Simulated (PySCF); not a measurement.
H2P2 (phosphanylidenephosphane)

```yaml
atoms:
  - { symbol: P, position_ang: [-1.0203, 0.7001, 0.0160] }
  - { symbol: P, position_ang: [1.0185, 0.7178, 0.0058] }
  - { symbol: H, position_ang: [-1.2469, -0.7147, -0.0276] }
  - { symbol: H, position_ang: [1.2691, -0.6929, -0.0401] }
```

Geometry: PBE0-D3(BJ)/ma-def2-SVP.

All numbers below come from DFT single point, gas phase, functional wB97X in PySCF.

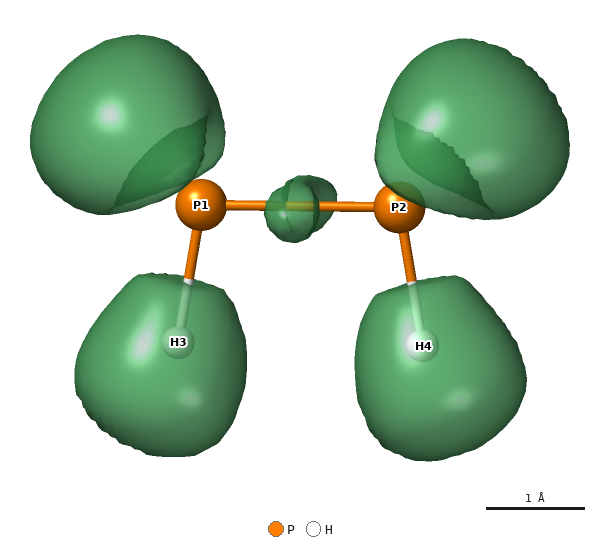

Figure 1. Isosurface of the electron localisation function at 0.85 (green), seen across its widest extent. Only the valence region is drawn (cores and ρ < 0.01 e/Å³ removed).

Identify the bonds, lone pairs and shells in this picture.

The ELF exceeds this value in one region between bonded P–P atoms (shared pairs), two regions around hydrogen nuclei and two lobes on P, pointing away from the bonds (lone pairs). Along the contacts the grid gives the following. P–P (2.04 Å): the ELF peaks at about 0.90 between the atoms (localised, covalent bonding). P–H (1.43 Å): the ELF climbs to about 1 towards the hydrogen, as it does in any bond to H.

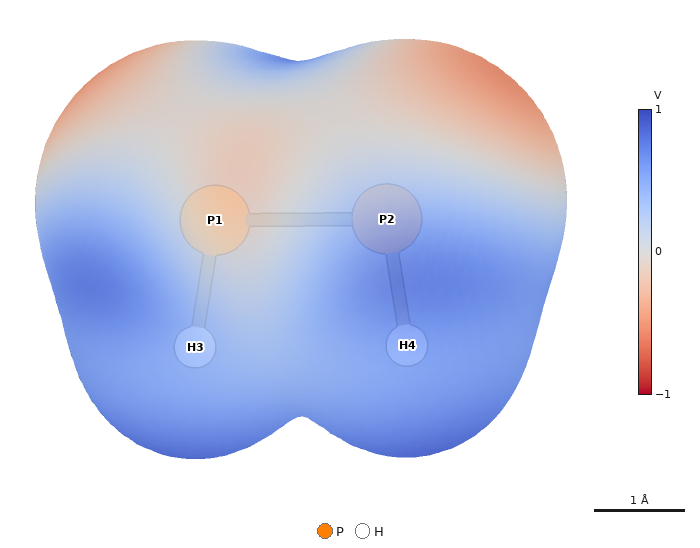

Figure 2. The electrostatic potential painted on the density surface at 0.002 e/bohr³, seen at a tilt; the colour scale runs from red (negative) to blue (positive).

Which sites attract a positive test charge, and which a negative one?

A positive charge is drawn to the negative regions and a negative charge to the positive ones. The most negative region (about −0.5 V) lies over P1 and P2, the most positive (about +0.8 V) over H3 and H4.

What dipole moment does the calculation give?

Its dipole moment is 1.26 D.

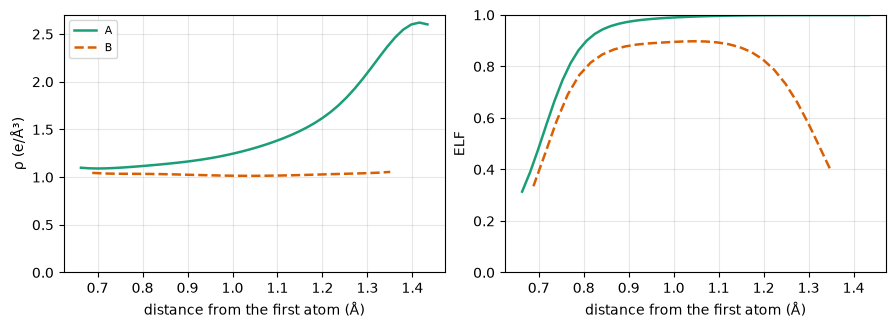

Figure 3. Electron density and electron localisation function along straight lines between neighbouring atoms. The curves leave out the atomic cores.

Which curve belongs to which contact (P–H and P–P)? The first atom named is at distance zero.

Curve A: P–H (1.43 Å): ρ is about 1.1 e/Å³ halfway; the ELF climbs to about 1 towards the hydrogen. Curve B: P–P (2.04 Å): the density is about 1 e/Å³ at the midpoint; the ELF peaks at about 0.90 between the atoms: localised, covalent bonding.
